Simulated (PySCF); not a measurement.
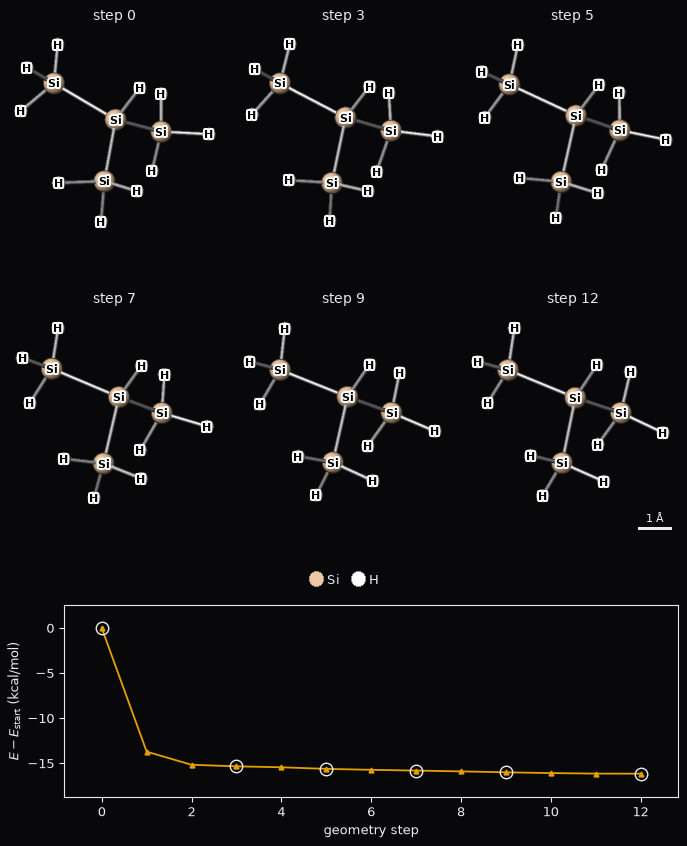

Frames of a relaxation of Si4H10, marked on the history of the run. Style: ball-and-stick. Shown from a free direction.

The start comes from GFN2-xTB. Its atoms were then displaced at random by about 0.03 Å.

All numbers below come from PySCF 2.14.0, density-fitted response routines, PBE0-D3(BJ)/def2-SVP geometry optimisation, gas phase. 

Describe the path.

An H atom moves most after the best rigid fit: 0.68 Å. By element the largest moves are H 0.68 Å, Si 0.18 Å. Some distances before and after: H–Si 1.630 → 1.496 Å, Si–Si 2.219 → 2.344 Å, Si–Si 2.261 → 2.345 Å, H–Si 1.411 → 1.496 Å. Among the angles between lasting bonds that change: Si–Si–H 117.8° → 108.6°, H–Si–H 100.4° → 108.7°, Si–Si–H 119.1° → 111.0°. Groups turn about Si–Si by about 25°, Si–Si by about 25°. Over 12 geometry steps the energy falls by 16.1 kcal/mol. Cost: 69 s on 1 thread of Intel(R) Xeon(R) Platinum 8488C (shared host). From step 0 to 3: an H atom moves most (0.15 Å), energy −15.3 kcal/mol. From step 3 to 5: an H atom moves most (0.15 Å), energy −0.28 kcal/mol. From step 5 to 7: an H atom moves most (0.15 Å), energy −0.19 kcal/mol. From step 7 to 9: an H atom moves most (0.26 Å), energy −0.19 kcal/mol. From step 9 to 12: an H atom moves most (0.14 Å), energy −0.15 kcal/mol.

| step | E − E(0), kcal/mol |
| --- | --- |
| 0 | 0.00 |
| 1 | -13.70 |
| 2 | -15.16 |
| 3 | -15.33 |
| 4 | -15.43 |
| 5 | -15.61 |
| 6 | -15.71 |
| 7 | -15.80 |
| 8 | -15.89 |
| 9 | -15.99 |
| 10 | -16.08 |
| 11 | -16.13 |
| 12 | -16.14 |
